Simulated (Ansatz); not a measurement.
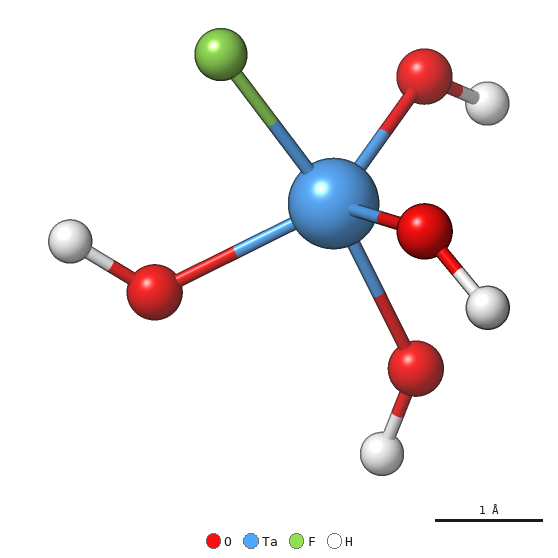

Ball-and-stick drawing of a structure.

The species is neutral and a spin singlet. Computed geometry: PBE0-D4/def2-TZVP optimisation.

Description:

The molecule is FH4O4Ta. As SMILES it reads `[OH][Ta]([OH])([OH])([OH])[F]`. The point group is Cs.

The parts below concern this one geometry. Atoms keep their numbers from picture to picture.

### Vibrations

Harmonic vibrations computed with RKS PBE0-D4/def2-TZVP, core potentials on Ta (Ansatz 0.2.0) at a stationary point of the same level.

> List the wavenumbers.

24 modes: 94, 115, 173, 198, 207, 217, 277, 288, 325, 386, 442, 457, 526, 529, 627, 651, 694, 707, 731, 746, 3888, 3929, 3933, 3964 cm⁻¹.

### Charges

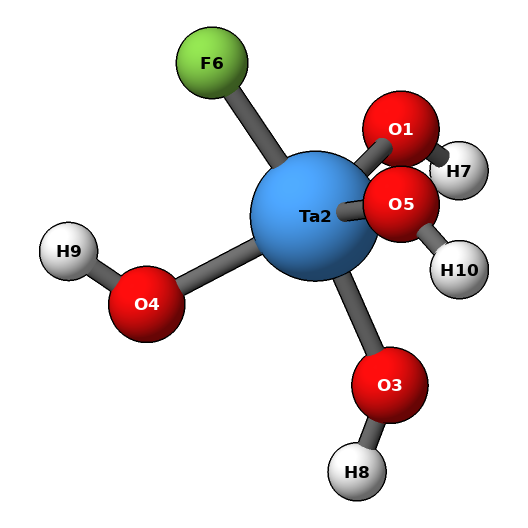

The questions are on Mulliken charges. Method: RKS B3LYP-D4/def2-TZVPP, core potentials on Ta (Ansatz 0.2.0).

> Which atom carries the highest charge (most positive or least negative)?

Ta2 (1.17 e).

> And the lowest?

O3, O4 (−0.43 e).

List the Mulliken charges.

```csv
atom,value (e)
O1,−0.39
Ta2,1.17
O3,−0.43
O4,−0.43
O5,−0.39
F6,−0.35
H7,0.20
H8,0.21
H9,0.20
H10,0.20
```

### Electronic properties

Level of theory: RKS PBE0-D4/def2-TZVPP, core potentials on Ta (Ansatz 0.2.0).

> What is the dispersion correction?

−14.8 kJ/mol.

> Give the vertical ionisation energy at this level.

11.15 eV.

> Give the HOMO energy (Kohn–Sham orbital) at this level.

−9.11 eV.

> What is the HOMO–LUMO gap?

7.94 eV.

Mulliken values depend strongly on the basis set and can even reverse the polarity of a bond.
